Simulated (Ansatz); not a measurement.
## Run report: Si2NH5OF2, geometry relaxation (part 2 of 2)

Si2NH5OF2; RKS PBE0-D4/6-31G (Ansatz 0.2.0). It belongs to a series of runs on one base structure; here: start relaxed.

Geometry of the input (Å):
```
Si 0.0000  0.0000  0.0000
O  0.0000  0.0000  1.6800
Si -1.3147  -0.4067  2.6436
H  -2.2390  -1.2403  1.8804
H  -0.8506  -1.1432  3.8157
H  -1.9987  0.8095  3.0733
F  1.4994  0.0000  -0.5295
N  -0.8572  1.4851  -0.6061
H  -1.8773  1.4300  -0.8888
H  -0.3367  2.4058  -0.6766
F  -0.7489  -1.2974  -0.5295
```

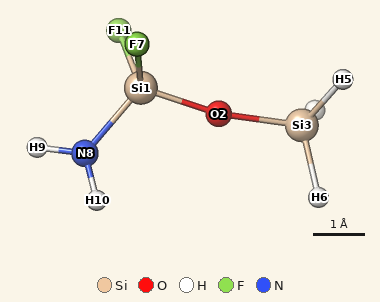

The geometry at step 12 of the log (ball-and-stick view, seen at a tilt; atoms are numbered from 1 in the order of the input).

### Trajectory as extended XYZ, continued
```
11
Properties=species:S:1:pos:R:3:forces:R:3 step=5 energy=-24792.03680
Si   -0.0801    0.0988   -0.0910    0.0731  -0.1485  -0.0304
O    -0.3722   -0.1876    1.5061   -0.1638   0.0635  -0.0293
Si   -1.3868   -0.4859    2.8484    0.1014   0.0412   0.0614
H    -2.5716   -1.3100    2.4103    0.0826   0.0652   0.0479
H    -0.5855   -1.2039    3.8926   -0.0253  -0.0396  -0.0554
H    -1.8408    0.8363    3.4044   -0.0434  -0.0391  -0.0463
F     1.5841    0.1559   -0.2594   -0.1138  -0.0407   0.0108
N    -0.7978    1.4942   -0.7937   -0.3727   0.2258  -0.3260
H    -1.5535    1.4260   -1.4773    0.5201   0.0395   0.4377
H    -0.4616    2.4341   -0.6195   -0.1393  -0.2974  -0.0640
F    -0.6579   -1.2151   -0.9586    0.0811   0.1302  -0.0064
11
Properties=species:S:1:pos:R:3:forces:R:3 step=6 energy=-24792.04090
Si   -0.0953    0.0969   -0.1035    0.0916  -0.1876  -0.0326
O    -0.4474   -0.1972    1.4793   -0.1582   0.0773   0.0233
Si   -1.3749   -0.4737    2.8897   -0.0759  -0.2042  -0.2333
H    -2.5920   -1.2933    2.5322    0.1080   0.0470  -0.0026
H    -0.5329   -1.2561    3.8610   -0.0399   0.2010  -0.0234
H    -1.8589    0.8469    3.4249    0.1645  -0.0441   0.0644
F     1.5790    0.1575   -0.2045   -0.2227  -0.0651   0.0123
N    -0.7931    1.4967   -0.8183   -0.3785   0.2276  -0.4052
H    -1.4871    1.4221   -1.5678    0.5627   0.0933   0.5766
H    -0.4921    2.4394   -0.5949   -0.1780  -0.3457  -0.1139
F    -0.6290   -1.1965   -1.0355    0.1264   0.2004   0.1346
11
Properties=species:S:1:pos:R:3:forces:R:3 step=7 energy=-24792.08440
Si   -0.1330    0.0903   -0.1170    0.0990  -0.0327  -0.2988
O    -0.6091   -0.1913    1.4196   -0.0356   0.0331   0.1480
Si   -1.3914   -0.4810    2.8969   -0.0062  -0.0225   0.0293
H    -2.6071   -1.3239    2.6469   -0.0100  -0.0092  -0.0031
H    -0.4505   -1.1931    3.8205    0.0181   0.0063  -0.0064
H    -1.8015    0.8374    3.4871    0.0134   0.0062   0.0001
F     1.5392    0.0904   -0.1360    0.0249   0.0407   0.1080
N    -0.7873    1.5020   -0.8443   -0.0085   0.0788   0.0072
H    -1.3342    1.4638   -1.6898    0.0705  -0.0402   0.0336
H    -0.5907    2.4312   -0.5105   -0.0542  -0.0253   0.0059
F    -0.5581   -1.1829   -1.1108   -0.1115  -0.0352  -0.0238
11
Properties=species:S:1:pos:R:3:forces:R:3 step=8 energy=-24792.10620
Si   -0.1584    0.0871   -0.1300   -0.0167   0.1044   0.0050
O    -0.6965   -0.1151    1.4008    0.0272  -0.0271   0.0364
Si   -1.3858   -0.4771    2.9051   -0.0163   0.0282   0.0677
H    -2.5867   -1.3493    2.6908   -0.0166  -0.0146   0.0075
H    -0.3795   -1.1821    3.7649    0.0119  -0.0053  -0.0127
H    -1.7959    0.8157    3.5510    0.0009  -0.0194  -0.0019
F     1.5125    0.0371   -0.0684    0.0211  -0.0289   0.0023
N    -0.7726    1.5042   -0.8749   -0.0081   0.1690  -0.1006
H    -1.1703    1.4895   -1.8015    0.0787  -0.0065   0.0728
H    -0.6988    2.4206   -0.4590   -0.0581  -0.1526  -0.0346
F    -0.5917   -1.1878   -1.1162   -0.0240  -0.0472  -0.0419
11
Properties=species:S:1:pos:R:3:forces:R:3 step=9 energy=-24792.09894 accepted=F
Si   -0.1844    0.0932   -0.1389   -0.0284   0.0459   0.2548
O    -0.7728   -0.0619    1.3872   -0.0079  -0.0244   0.0246
Si   -1.3832   -0.4756    2.9231    0.0975   0.0554  -0.1080
H    -2.5740   -1.3718    2.7495    0.0020  -0.0041  -0.0056
H    -0.3190   -1.1787    3.7207   -0.0391   0.0368  -0.0509
H    -1.7929    0.7950    3.6147    0.0218  -0.0407  -0.0244
F     1.4845   -0.0157   -0.0208   -0.0631  -0.0068  -0.0344
N    -0.7576    1.5113   -0.9125   -0.1971   0.6787  -0.4783
H    -1.0104    1.5181   -1.9102    0.2733   0.1032   1.0130
H    -0.8065    2.4108   -0.4228   -0.0456  -0.7345  -0.5339
F    -0.6075   -1.1820   -1.1275   -0.0133  -0.1094  -0.0570
11
Properties=species:S:1:pos:R:3:forces:R:3 step=10 energy=-24792.11621
Si   -0.1701    0.0915   -0.1305    0.0054   0.0353   0.0245
O    -0.7171   -0.0800    1.4024   -0.0011  -0.0009   0.0115
Si   -1.3831   -0.4739    2.9112    0.0045   0.0150   0.0321
H    -2.5752   -1.3604    2.7009   -0.0066  -0.0064   0.0057
H    -0.3539   -1.1784    3.7444    0.0039  -0.0013  -0.0060
H    -1.8019    0.8036    3.5802    0.0025  -0.0136  -0.0014
F     1.5002    0.0054   -0.0610   -0.0021  -0.0205  -0.0084
N    -0.7647    1.5080   -0.8905   -0.0184   0.1321  -0.0665
H    -1.0852    1.5057   -1.8467    0.0734   0.0143   0.0897
H    -0.7614    2.4106   -0.4404   -0.0500  -0.1248  -0.0568
F    -0.6112   -1.1895   -1.1077   -0.0116  -0.0291  -0.0244
11
Properties=species:S:1:pos:R:3:forces:R:3 step=11 energy=-24792.12336
Si   -0.1810    0.0935   -0.1321    0.0265  -0.0052   0.0318
O    -0.7361   -0.0497    1.4026   -0.0168   0.0008  -0.0057
Si   -1.3781   -0.4711    2.9168   -0.0045   0.0160  -0.0004
H    -2.5652   -1.3666    2.7125    0.0057  -0.0043  -0.0004
H    -0.3334   -1.1766    3.7307    0.0037   0.0091  -0.0148
H    -1.8045    0.7944    3.6025    0.0121  -0.0092   0.0035
F     1.4886   -0.0238   -0.0575   -0.0291  -0.0118  -0.0147
N    -0.7587    1.5112   -0.9022   -0.0650   0.2067  -0.1323
H    -0.9981    1.5254   -1.8858    0.1000   0.0435   0.2875
H    -0.8304    2.3980   -0.4213   -0.0311  -0.2274  -0.1564
F    -0.6269   -1.1919   -1.1035   -0.0015  -0.0182   0.0019
11
Properties=species:S:1:pos:R:3:forces:R:3 step=12 energy=-24792.13641
Si   -0.2010    0.0895   -0.1359   -0.0101   0.0301   0.0150
O    -0.7847   -0.0199    1.3919   -0.0038   0.0380  -0.0542
Si   -1.3759   -0.4660    2.9198    0.0057  -0.0032   0.0028
H    -2.5511   -1.3820    2.7391    0.0054  -0.0006   0.0049
H    -0.2936   -1.1582    3.6952   -0.0021   0.0024  -0.0046
H    -1.8024    0.7853    3.6288    0.0029   0.0014   0.0046
F     1.4648   -0.0620   -0.0511    0.0016  -0.0012  -0.0011
N    -0.7459    1.5173   -0.9143   -0.0296   0.0734  -0.0546
H    -0.8618    1.5810   -1.9146    0.0509  -0.0151   0.1356
H    -0.9298    2.3693   -0.4079   -0.0051  -0.1127  -0.0335
F    -0.6423   -1.2114   -1.0885   -0.0158  -0.0126  -0.0149
11
Properties=species:S:1:pos:R:3:forces:R:3 step=13 energy=-24792.13791
Si   -0.2165    0.0826   -0.1446   -0.1129   0.0244  -0.1899
O    -0.8733    0.0582    1.3549   -0.0418  -0.1361   0.4338
Si   -1.3723   -0.4413    2.9102   -0.0056  -0.0499  -0.0823
H    -2.5069   -1.4170    2.7822   -0.0455   0.0874  -0.0546
H    -0.2547   -1.1438    3.6235    0.0876   0.0817  -0.0173
H    -1.8013    0.7816    3.6717    0.0269  -0.0522  -0.0625
F     1.4433   -0.1067   -0.0223   -0.0321  -0.0392   0.0007
N    -0.7240    1.5140   -0.9288    0.0675   0.0496   0.0549
H    -0.6986    1.6472   -1.9233    0.0178   0.0408  -0.0669
H    -1.0436    2.2987   -0.3873   -0.0451   0.0397  -0.0459
F    -0.6757   -1.2307   -1.0738    0.0832  -0.0460   0.0302
11
Properties=species:S:1:pos:R:3:forces:R:3 step=14 energy=-24792.15253
Si   -0.2198    0.0591   -0.1646    0.0847  -0.0876  -0.0541
O    -0.8484   -0.0061    1.3480   -0.0175   0.0352  -0.0231
Si   -1.3673   -0.4385    2.9048   -0.0055  -0.0321   0.0635
H    -2.5447   -1.3615    2.7893   -0.0015   0.0049  -0.0059
H    -0.2524   -1.1190    3.6441    0.0058   0.0043  -0.0170
H    -1.7657    0.8175    3.6226   -0.0004   0.0034  -0.0141
F     1.4446   -0.1233   -0.0911   -0.0493   0.0347  -0.0125
N    -0.7249    1.5201   -0.9015   -0.0176   0.0090  -0.0198
H    -0.5711    1.7693   -1.8646    0.0321  -0.0646   0.0741
H    -1.2168    2.2049   -0.3531   -0.0191   0.0388  -0.0081
F    -0.6573   -1.2796   -1.0715   -0.0116   0.0540   0.0168
11
Properties=species:S:1:pos:R:3:forces:R:3 step=15 energy=-24792.15520
Si   -0.2307    0.0636   -0.1602   -0.0011  -0.0560   0.0857
O    -0.8684    0.0100    1.3503    0.0060   0.0001  -0.0192
Si   -1.3655   -0.4433    2.9104   -0.0017  -0.0015   0.0053
H    -2.5388   -1.3718    2.7970    0.0022  -0.0010   0.0043
H    -0.2344   -1.1220    3.6259   -0.0003  -0.0004  -0.0039
H    -1.7641    0.8056    3.6395    0.0000  -0.0023   0.0019
F     1.4326   -0.1153   -0.0939    0.0002  -0.0028  -0.0080
N    -0.7193    1.5223   -0.9048   -0.0092   0.0565  -0.0668
H    -0.5041    1.7676   -1.8557    0.0025   0.0123  -0.0006
H    -1.2517    2.2047   -0.3922   -0.0028  -0.0048   0.0061
F    -0.6793   -1.2787   -1.0538    0.0042  -0.0002  -0.0049
11
Properties=species:S:1:pos:R:3:forces:R:3 step=16 energy=-24792.15582
Si   -0.2387    0.0662   -0.1565    0.0004   0.0144  -0.0223
O    -0.8865    0.0204    1.3493   -0.0067   0.0025   0.0052
Si   -1.3651   -0.4451    2.9125   -0.0013  -0.0016   0.0053
H    -2.5353   -1.3781    2.8067    0.0002  -0.0003   0.0012
H    -0.2230   -1.1242    3.6099    0.0004   0.0004  -0.0016
H    -1.7601    0.7974    3.6537   -0.0004   0.0001   0.0022
F     1.4237   -0.1160   -0.0840    0.0098  -0.0007   0.0010
N    -0.7144    1.5257   -0.9146    0.0027  -0.0125   0.0089
H    -0.4730    1.7771   -1.8577    0.0010  -0.0010   0.0079
H    -1.2667    2.2008   -0.4134   -0.0021   0.0027  -0.0064
F    -0.6845   -1.2814   -1.0437   -0.0040  -0.0040  -0.0014
11
Properties=species:S:1:pos:R:3:forces:R:3 step=17 energy=-24792.15589
Si   -0.2425    0.0673   -0.1562   -0.0022   0.0154  -0.0052
O    -0.8945    0.0248    1.3484   -0.0117   0.0036   0.0034
Si   -1.3651   -0.4451    2.9132    0.0094  -0.0098   0.0091
H    -2.5339   -1.3804    2.8127   -0.0023   0.0025  -0.0036
H    -0.2180   -1.1247    3.6019    0.0009  -0.0001  -0.0010
H    -1.7568    0.7935    3.6626   -0.0024   0.0044  -0.0050
F     1.4197   -0.1160   -0.0838    0.0100   0.0007  -0.0004
N    -0.7114    1.5275   -0.9171    0.0053   0.0106  -0.0303
H    -0.4466    1.7853   -1.8534   -0.0193  -0.0066   0.0560
H    -1.2852    2.1945   -0.4281    0.0172  -0.0154  -0.0200
F    -0.6895   -1.2838   -1.0376   -0.0049  -0.0053  -0.0028
11
Properties=species:S:1:pos:R:3:forces:R:3 step=18 energy=-24792.15583 accepted=F
Si   -0.2468    0.0695   -0.1547   -0.0058   0.0214  -0.0042
O    -0.9041    0.0309    1.3482   -0.0081   0.0005   0.0032
Si   -1.3640   -0.4470    2.9146    0.0043   0.0062  -0.0046
H    -2.5328   -1.3827    2.8166    0.0042  -0.0044  -0.0013
H    -0.2096   -1.1251    3.5929   -0.0063  -0.0024   0.0001
H    -1.7560    0.7880    3.6698    0.0028   0.0030  -0.0026
F     1.4151   -0.1162   -0.0787    0.0069   0.0009  -0.0012
N    -0.7080    1.5296   -0.9210    0.0112  -0.0798   0.0639
H    -0.4289    1.7881   -1.8499    0.0181   0.0279  -0.0721
H    -1.2940    2.1917   -0.4433   -0.0243   0.0320   0.0207
F    -0.6947   -1.2840   -1.0321   -0.0029  -0.0052  -0.0020
11
Properties=species:S:1:pos:R:3:forces:R:3 step=19 energy=-24792.15598
Si   -0.2432    0.0672   -0.1561   -0.0030   0.0013   0.0024
O    -0.8977    0.0256    1.3478    0.0026   0.0001  -0.0054
Si   -1.3645   -0.4456    2.9135   -0.0007   0.0006  -0.0003
H    -2.5341   -1.3801    2.8135    0.0009  -0.0003   0.0006
H    -0.2159   -1.1249    3.5999   -0.0006  -0.0002  -0.0001
H    -1.7561    0.7938    3.6617    0.0004  -0.0002   0.0004
F     1.4194   -0.1158   -0.0834    0.0004  -0.0003   0.0010
N    -0.7107    1.5271   -0.9172   -0.0007   0.0036  -0.0006
H    -0.4426    1.7881   -1.8503    0.0014  -0.0023   0.0005
H    -1.2878    2.1921   -0.4306   -0.0006  -0.0012   0.0014
F    -0.6905   -1.2848   -1.0363   -0.0002  -0.0013   0.0001
```
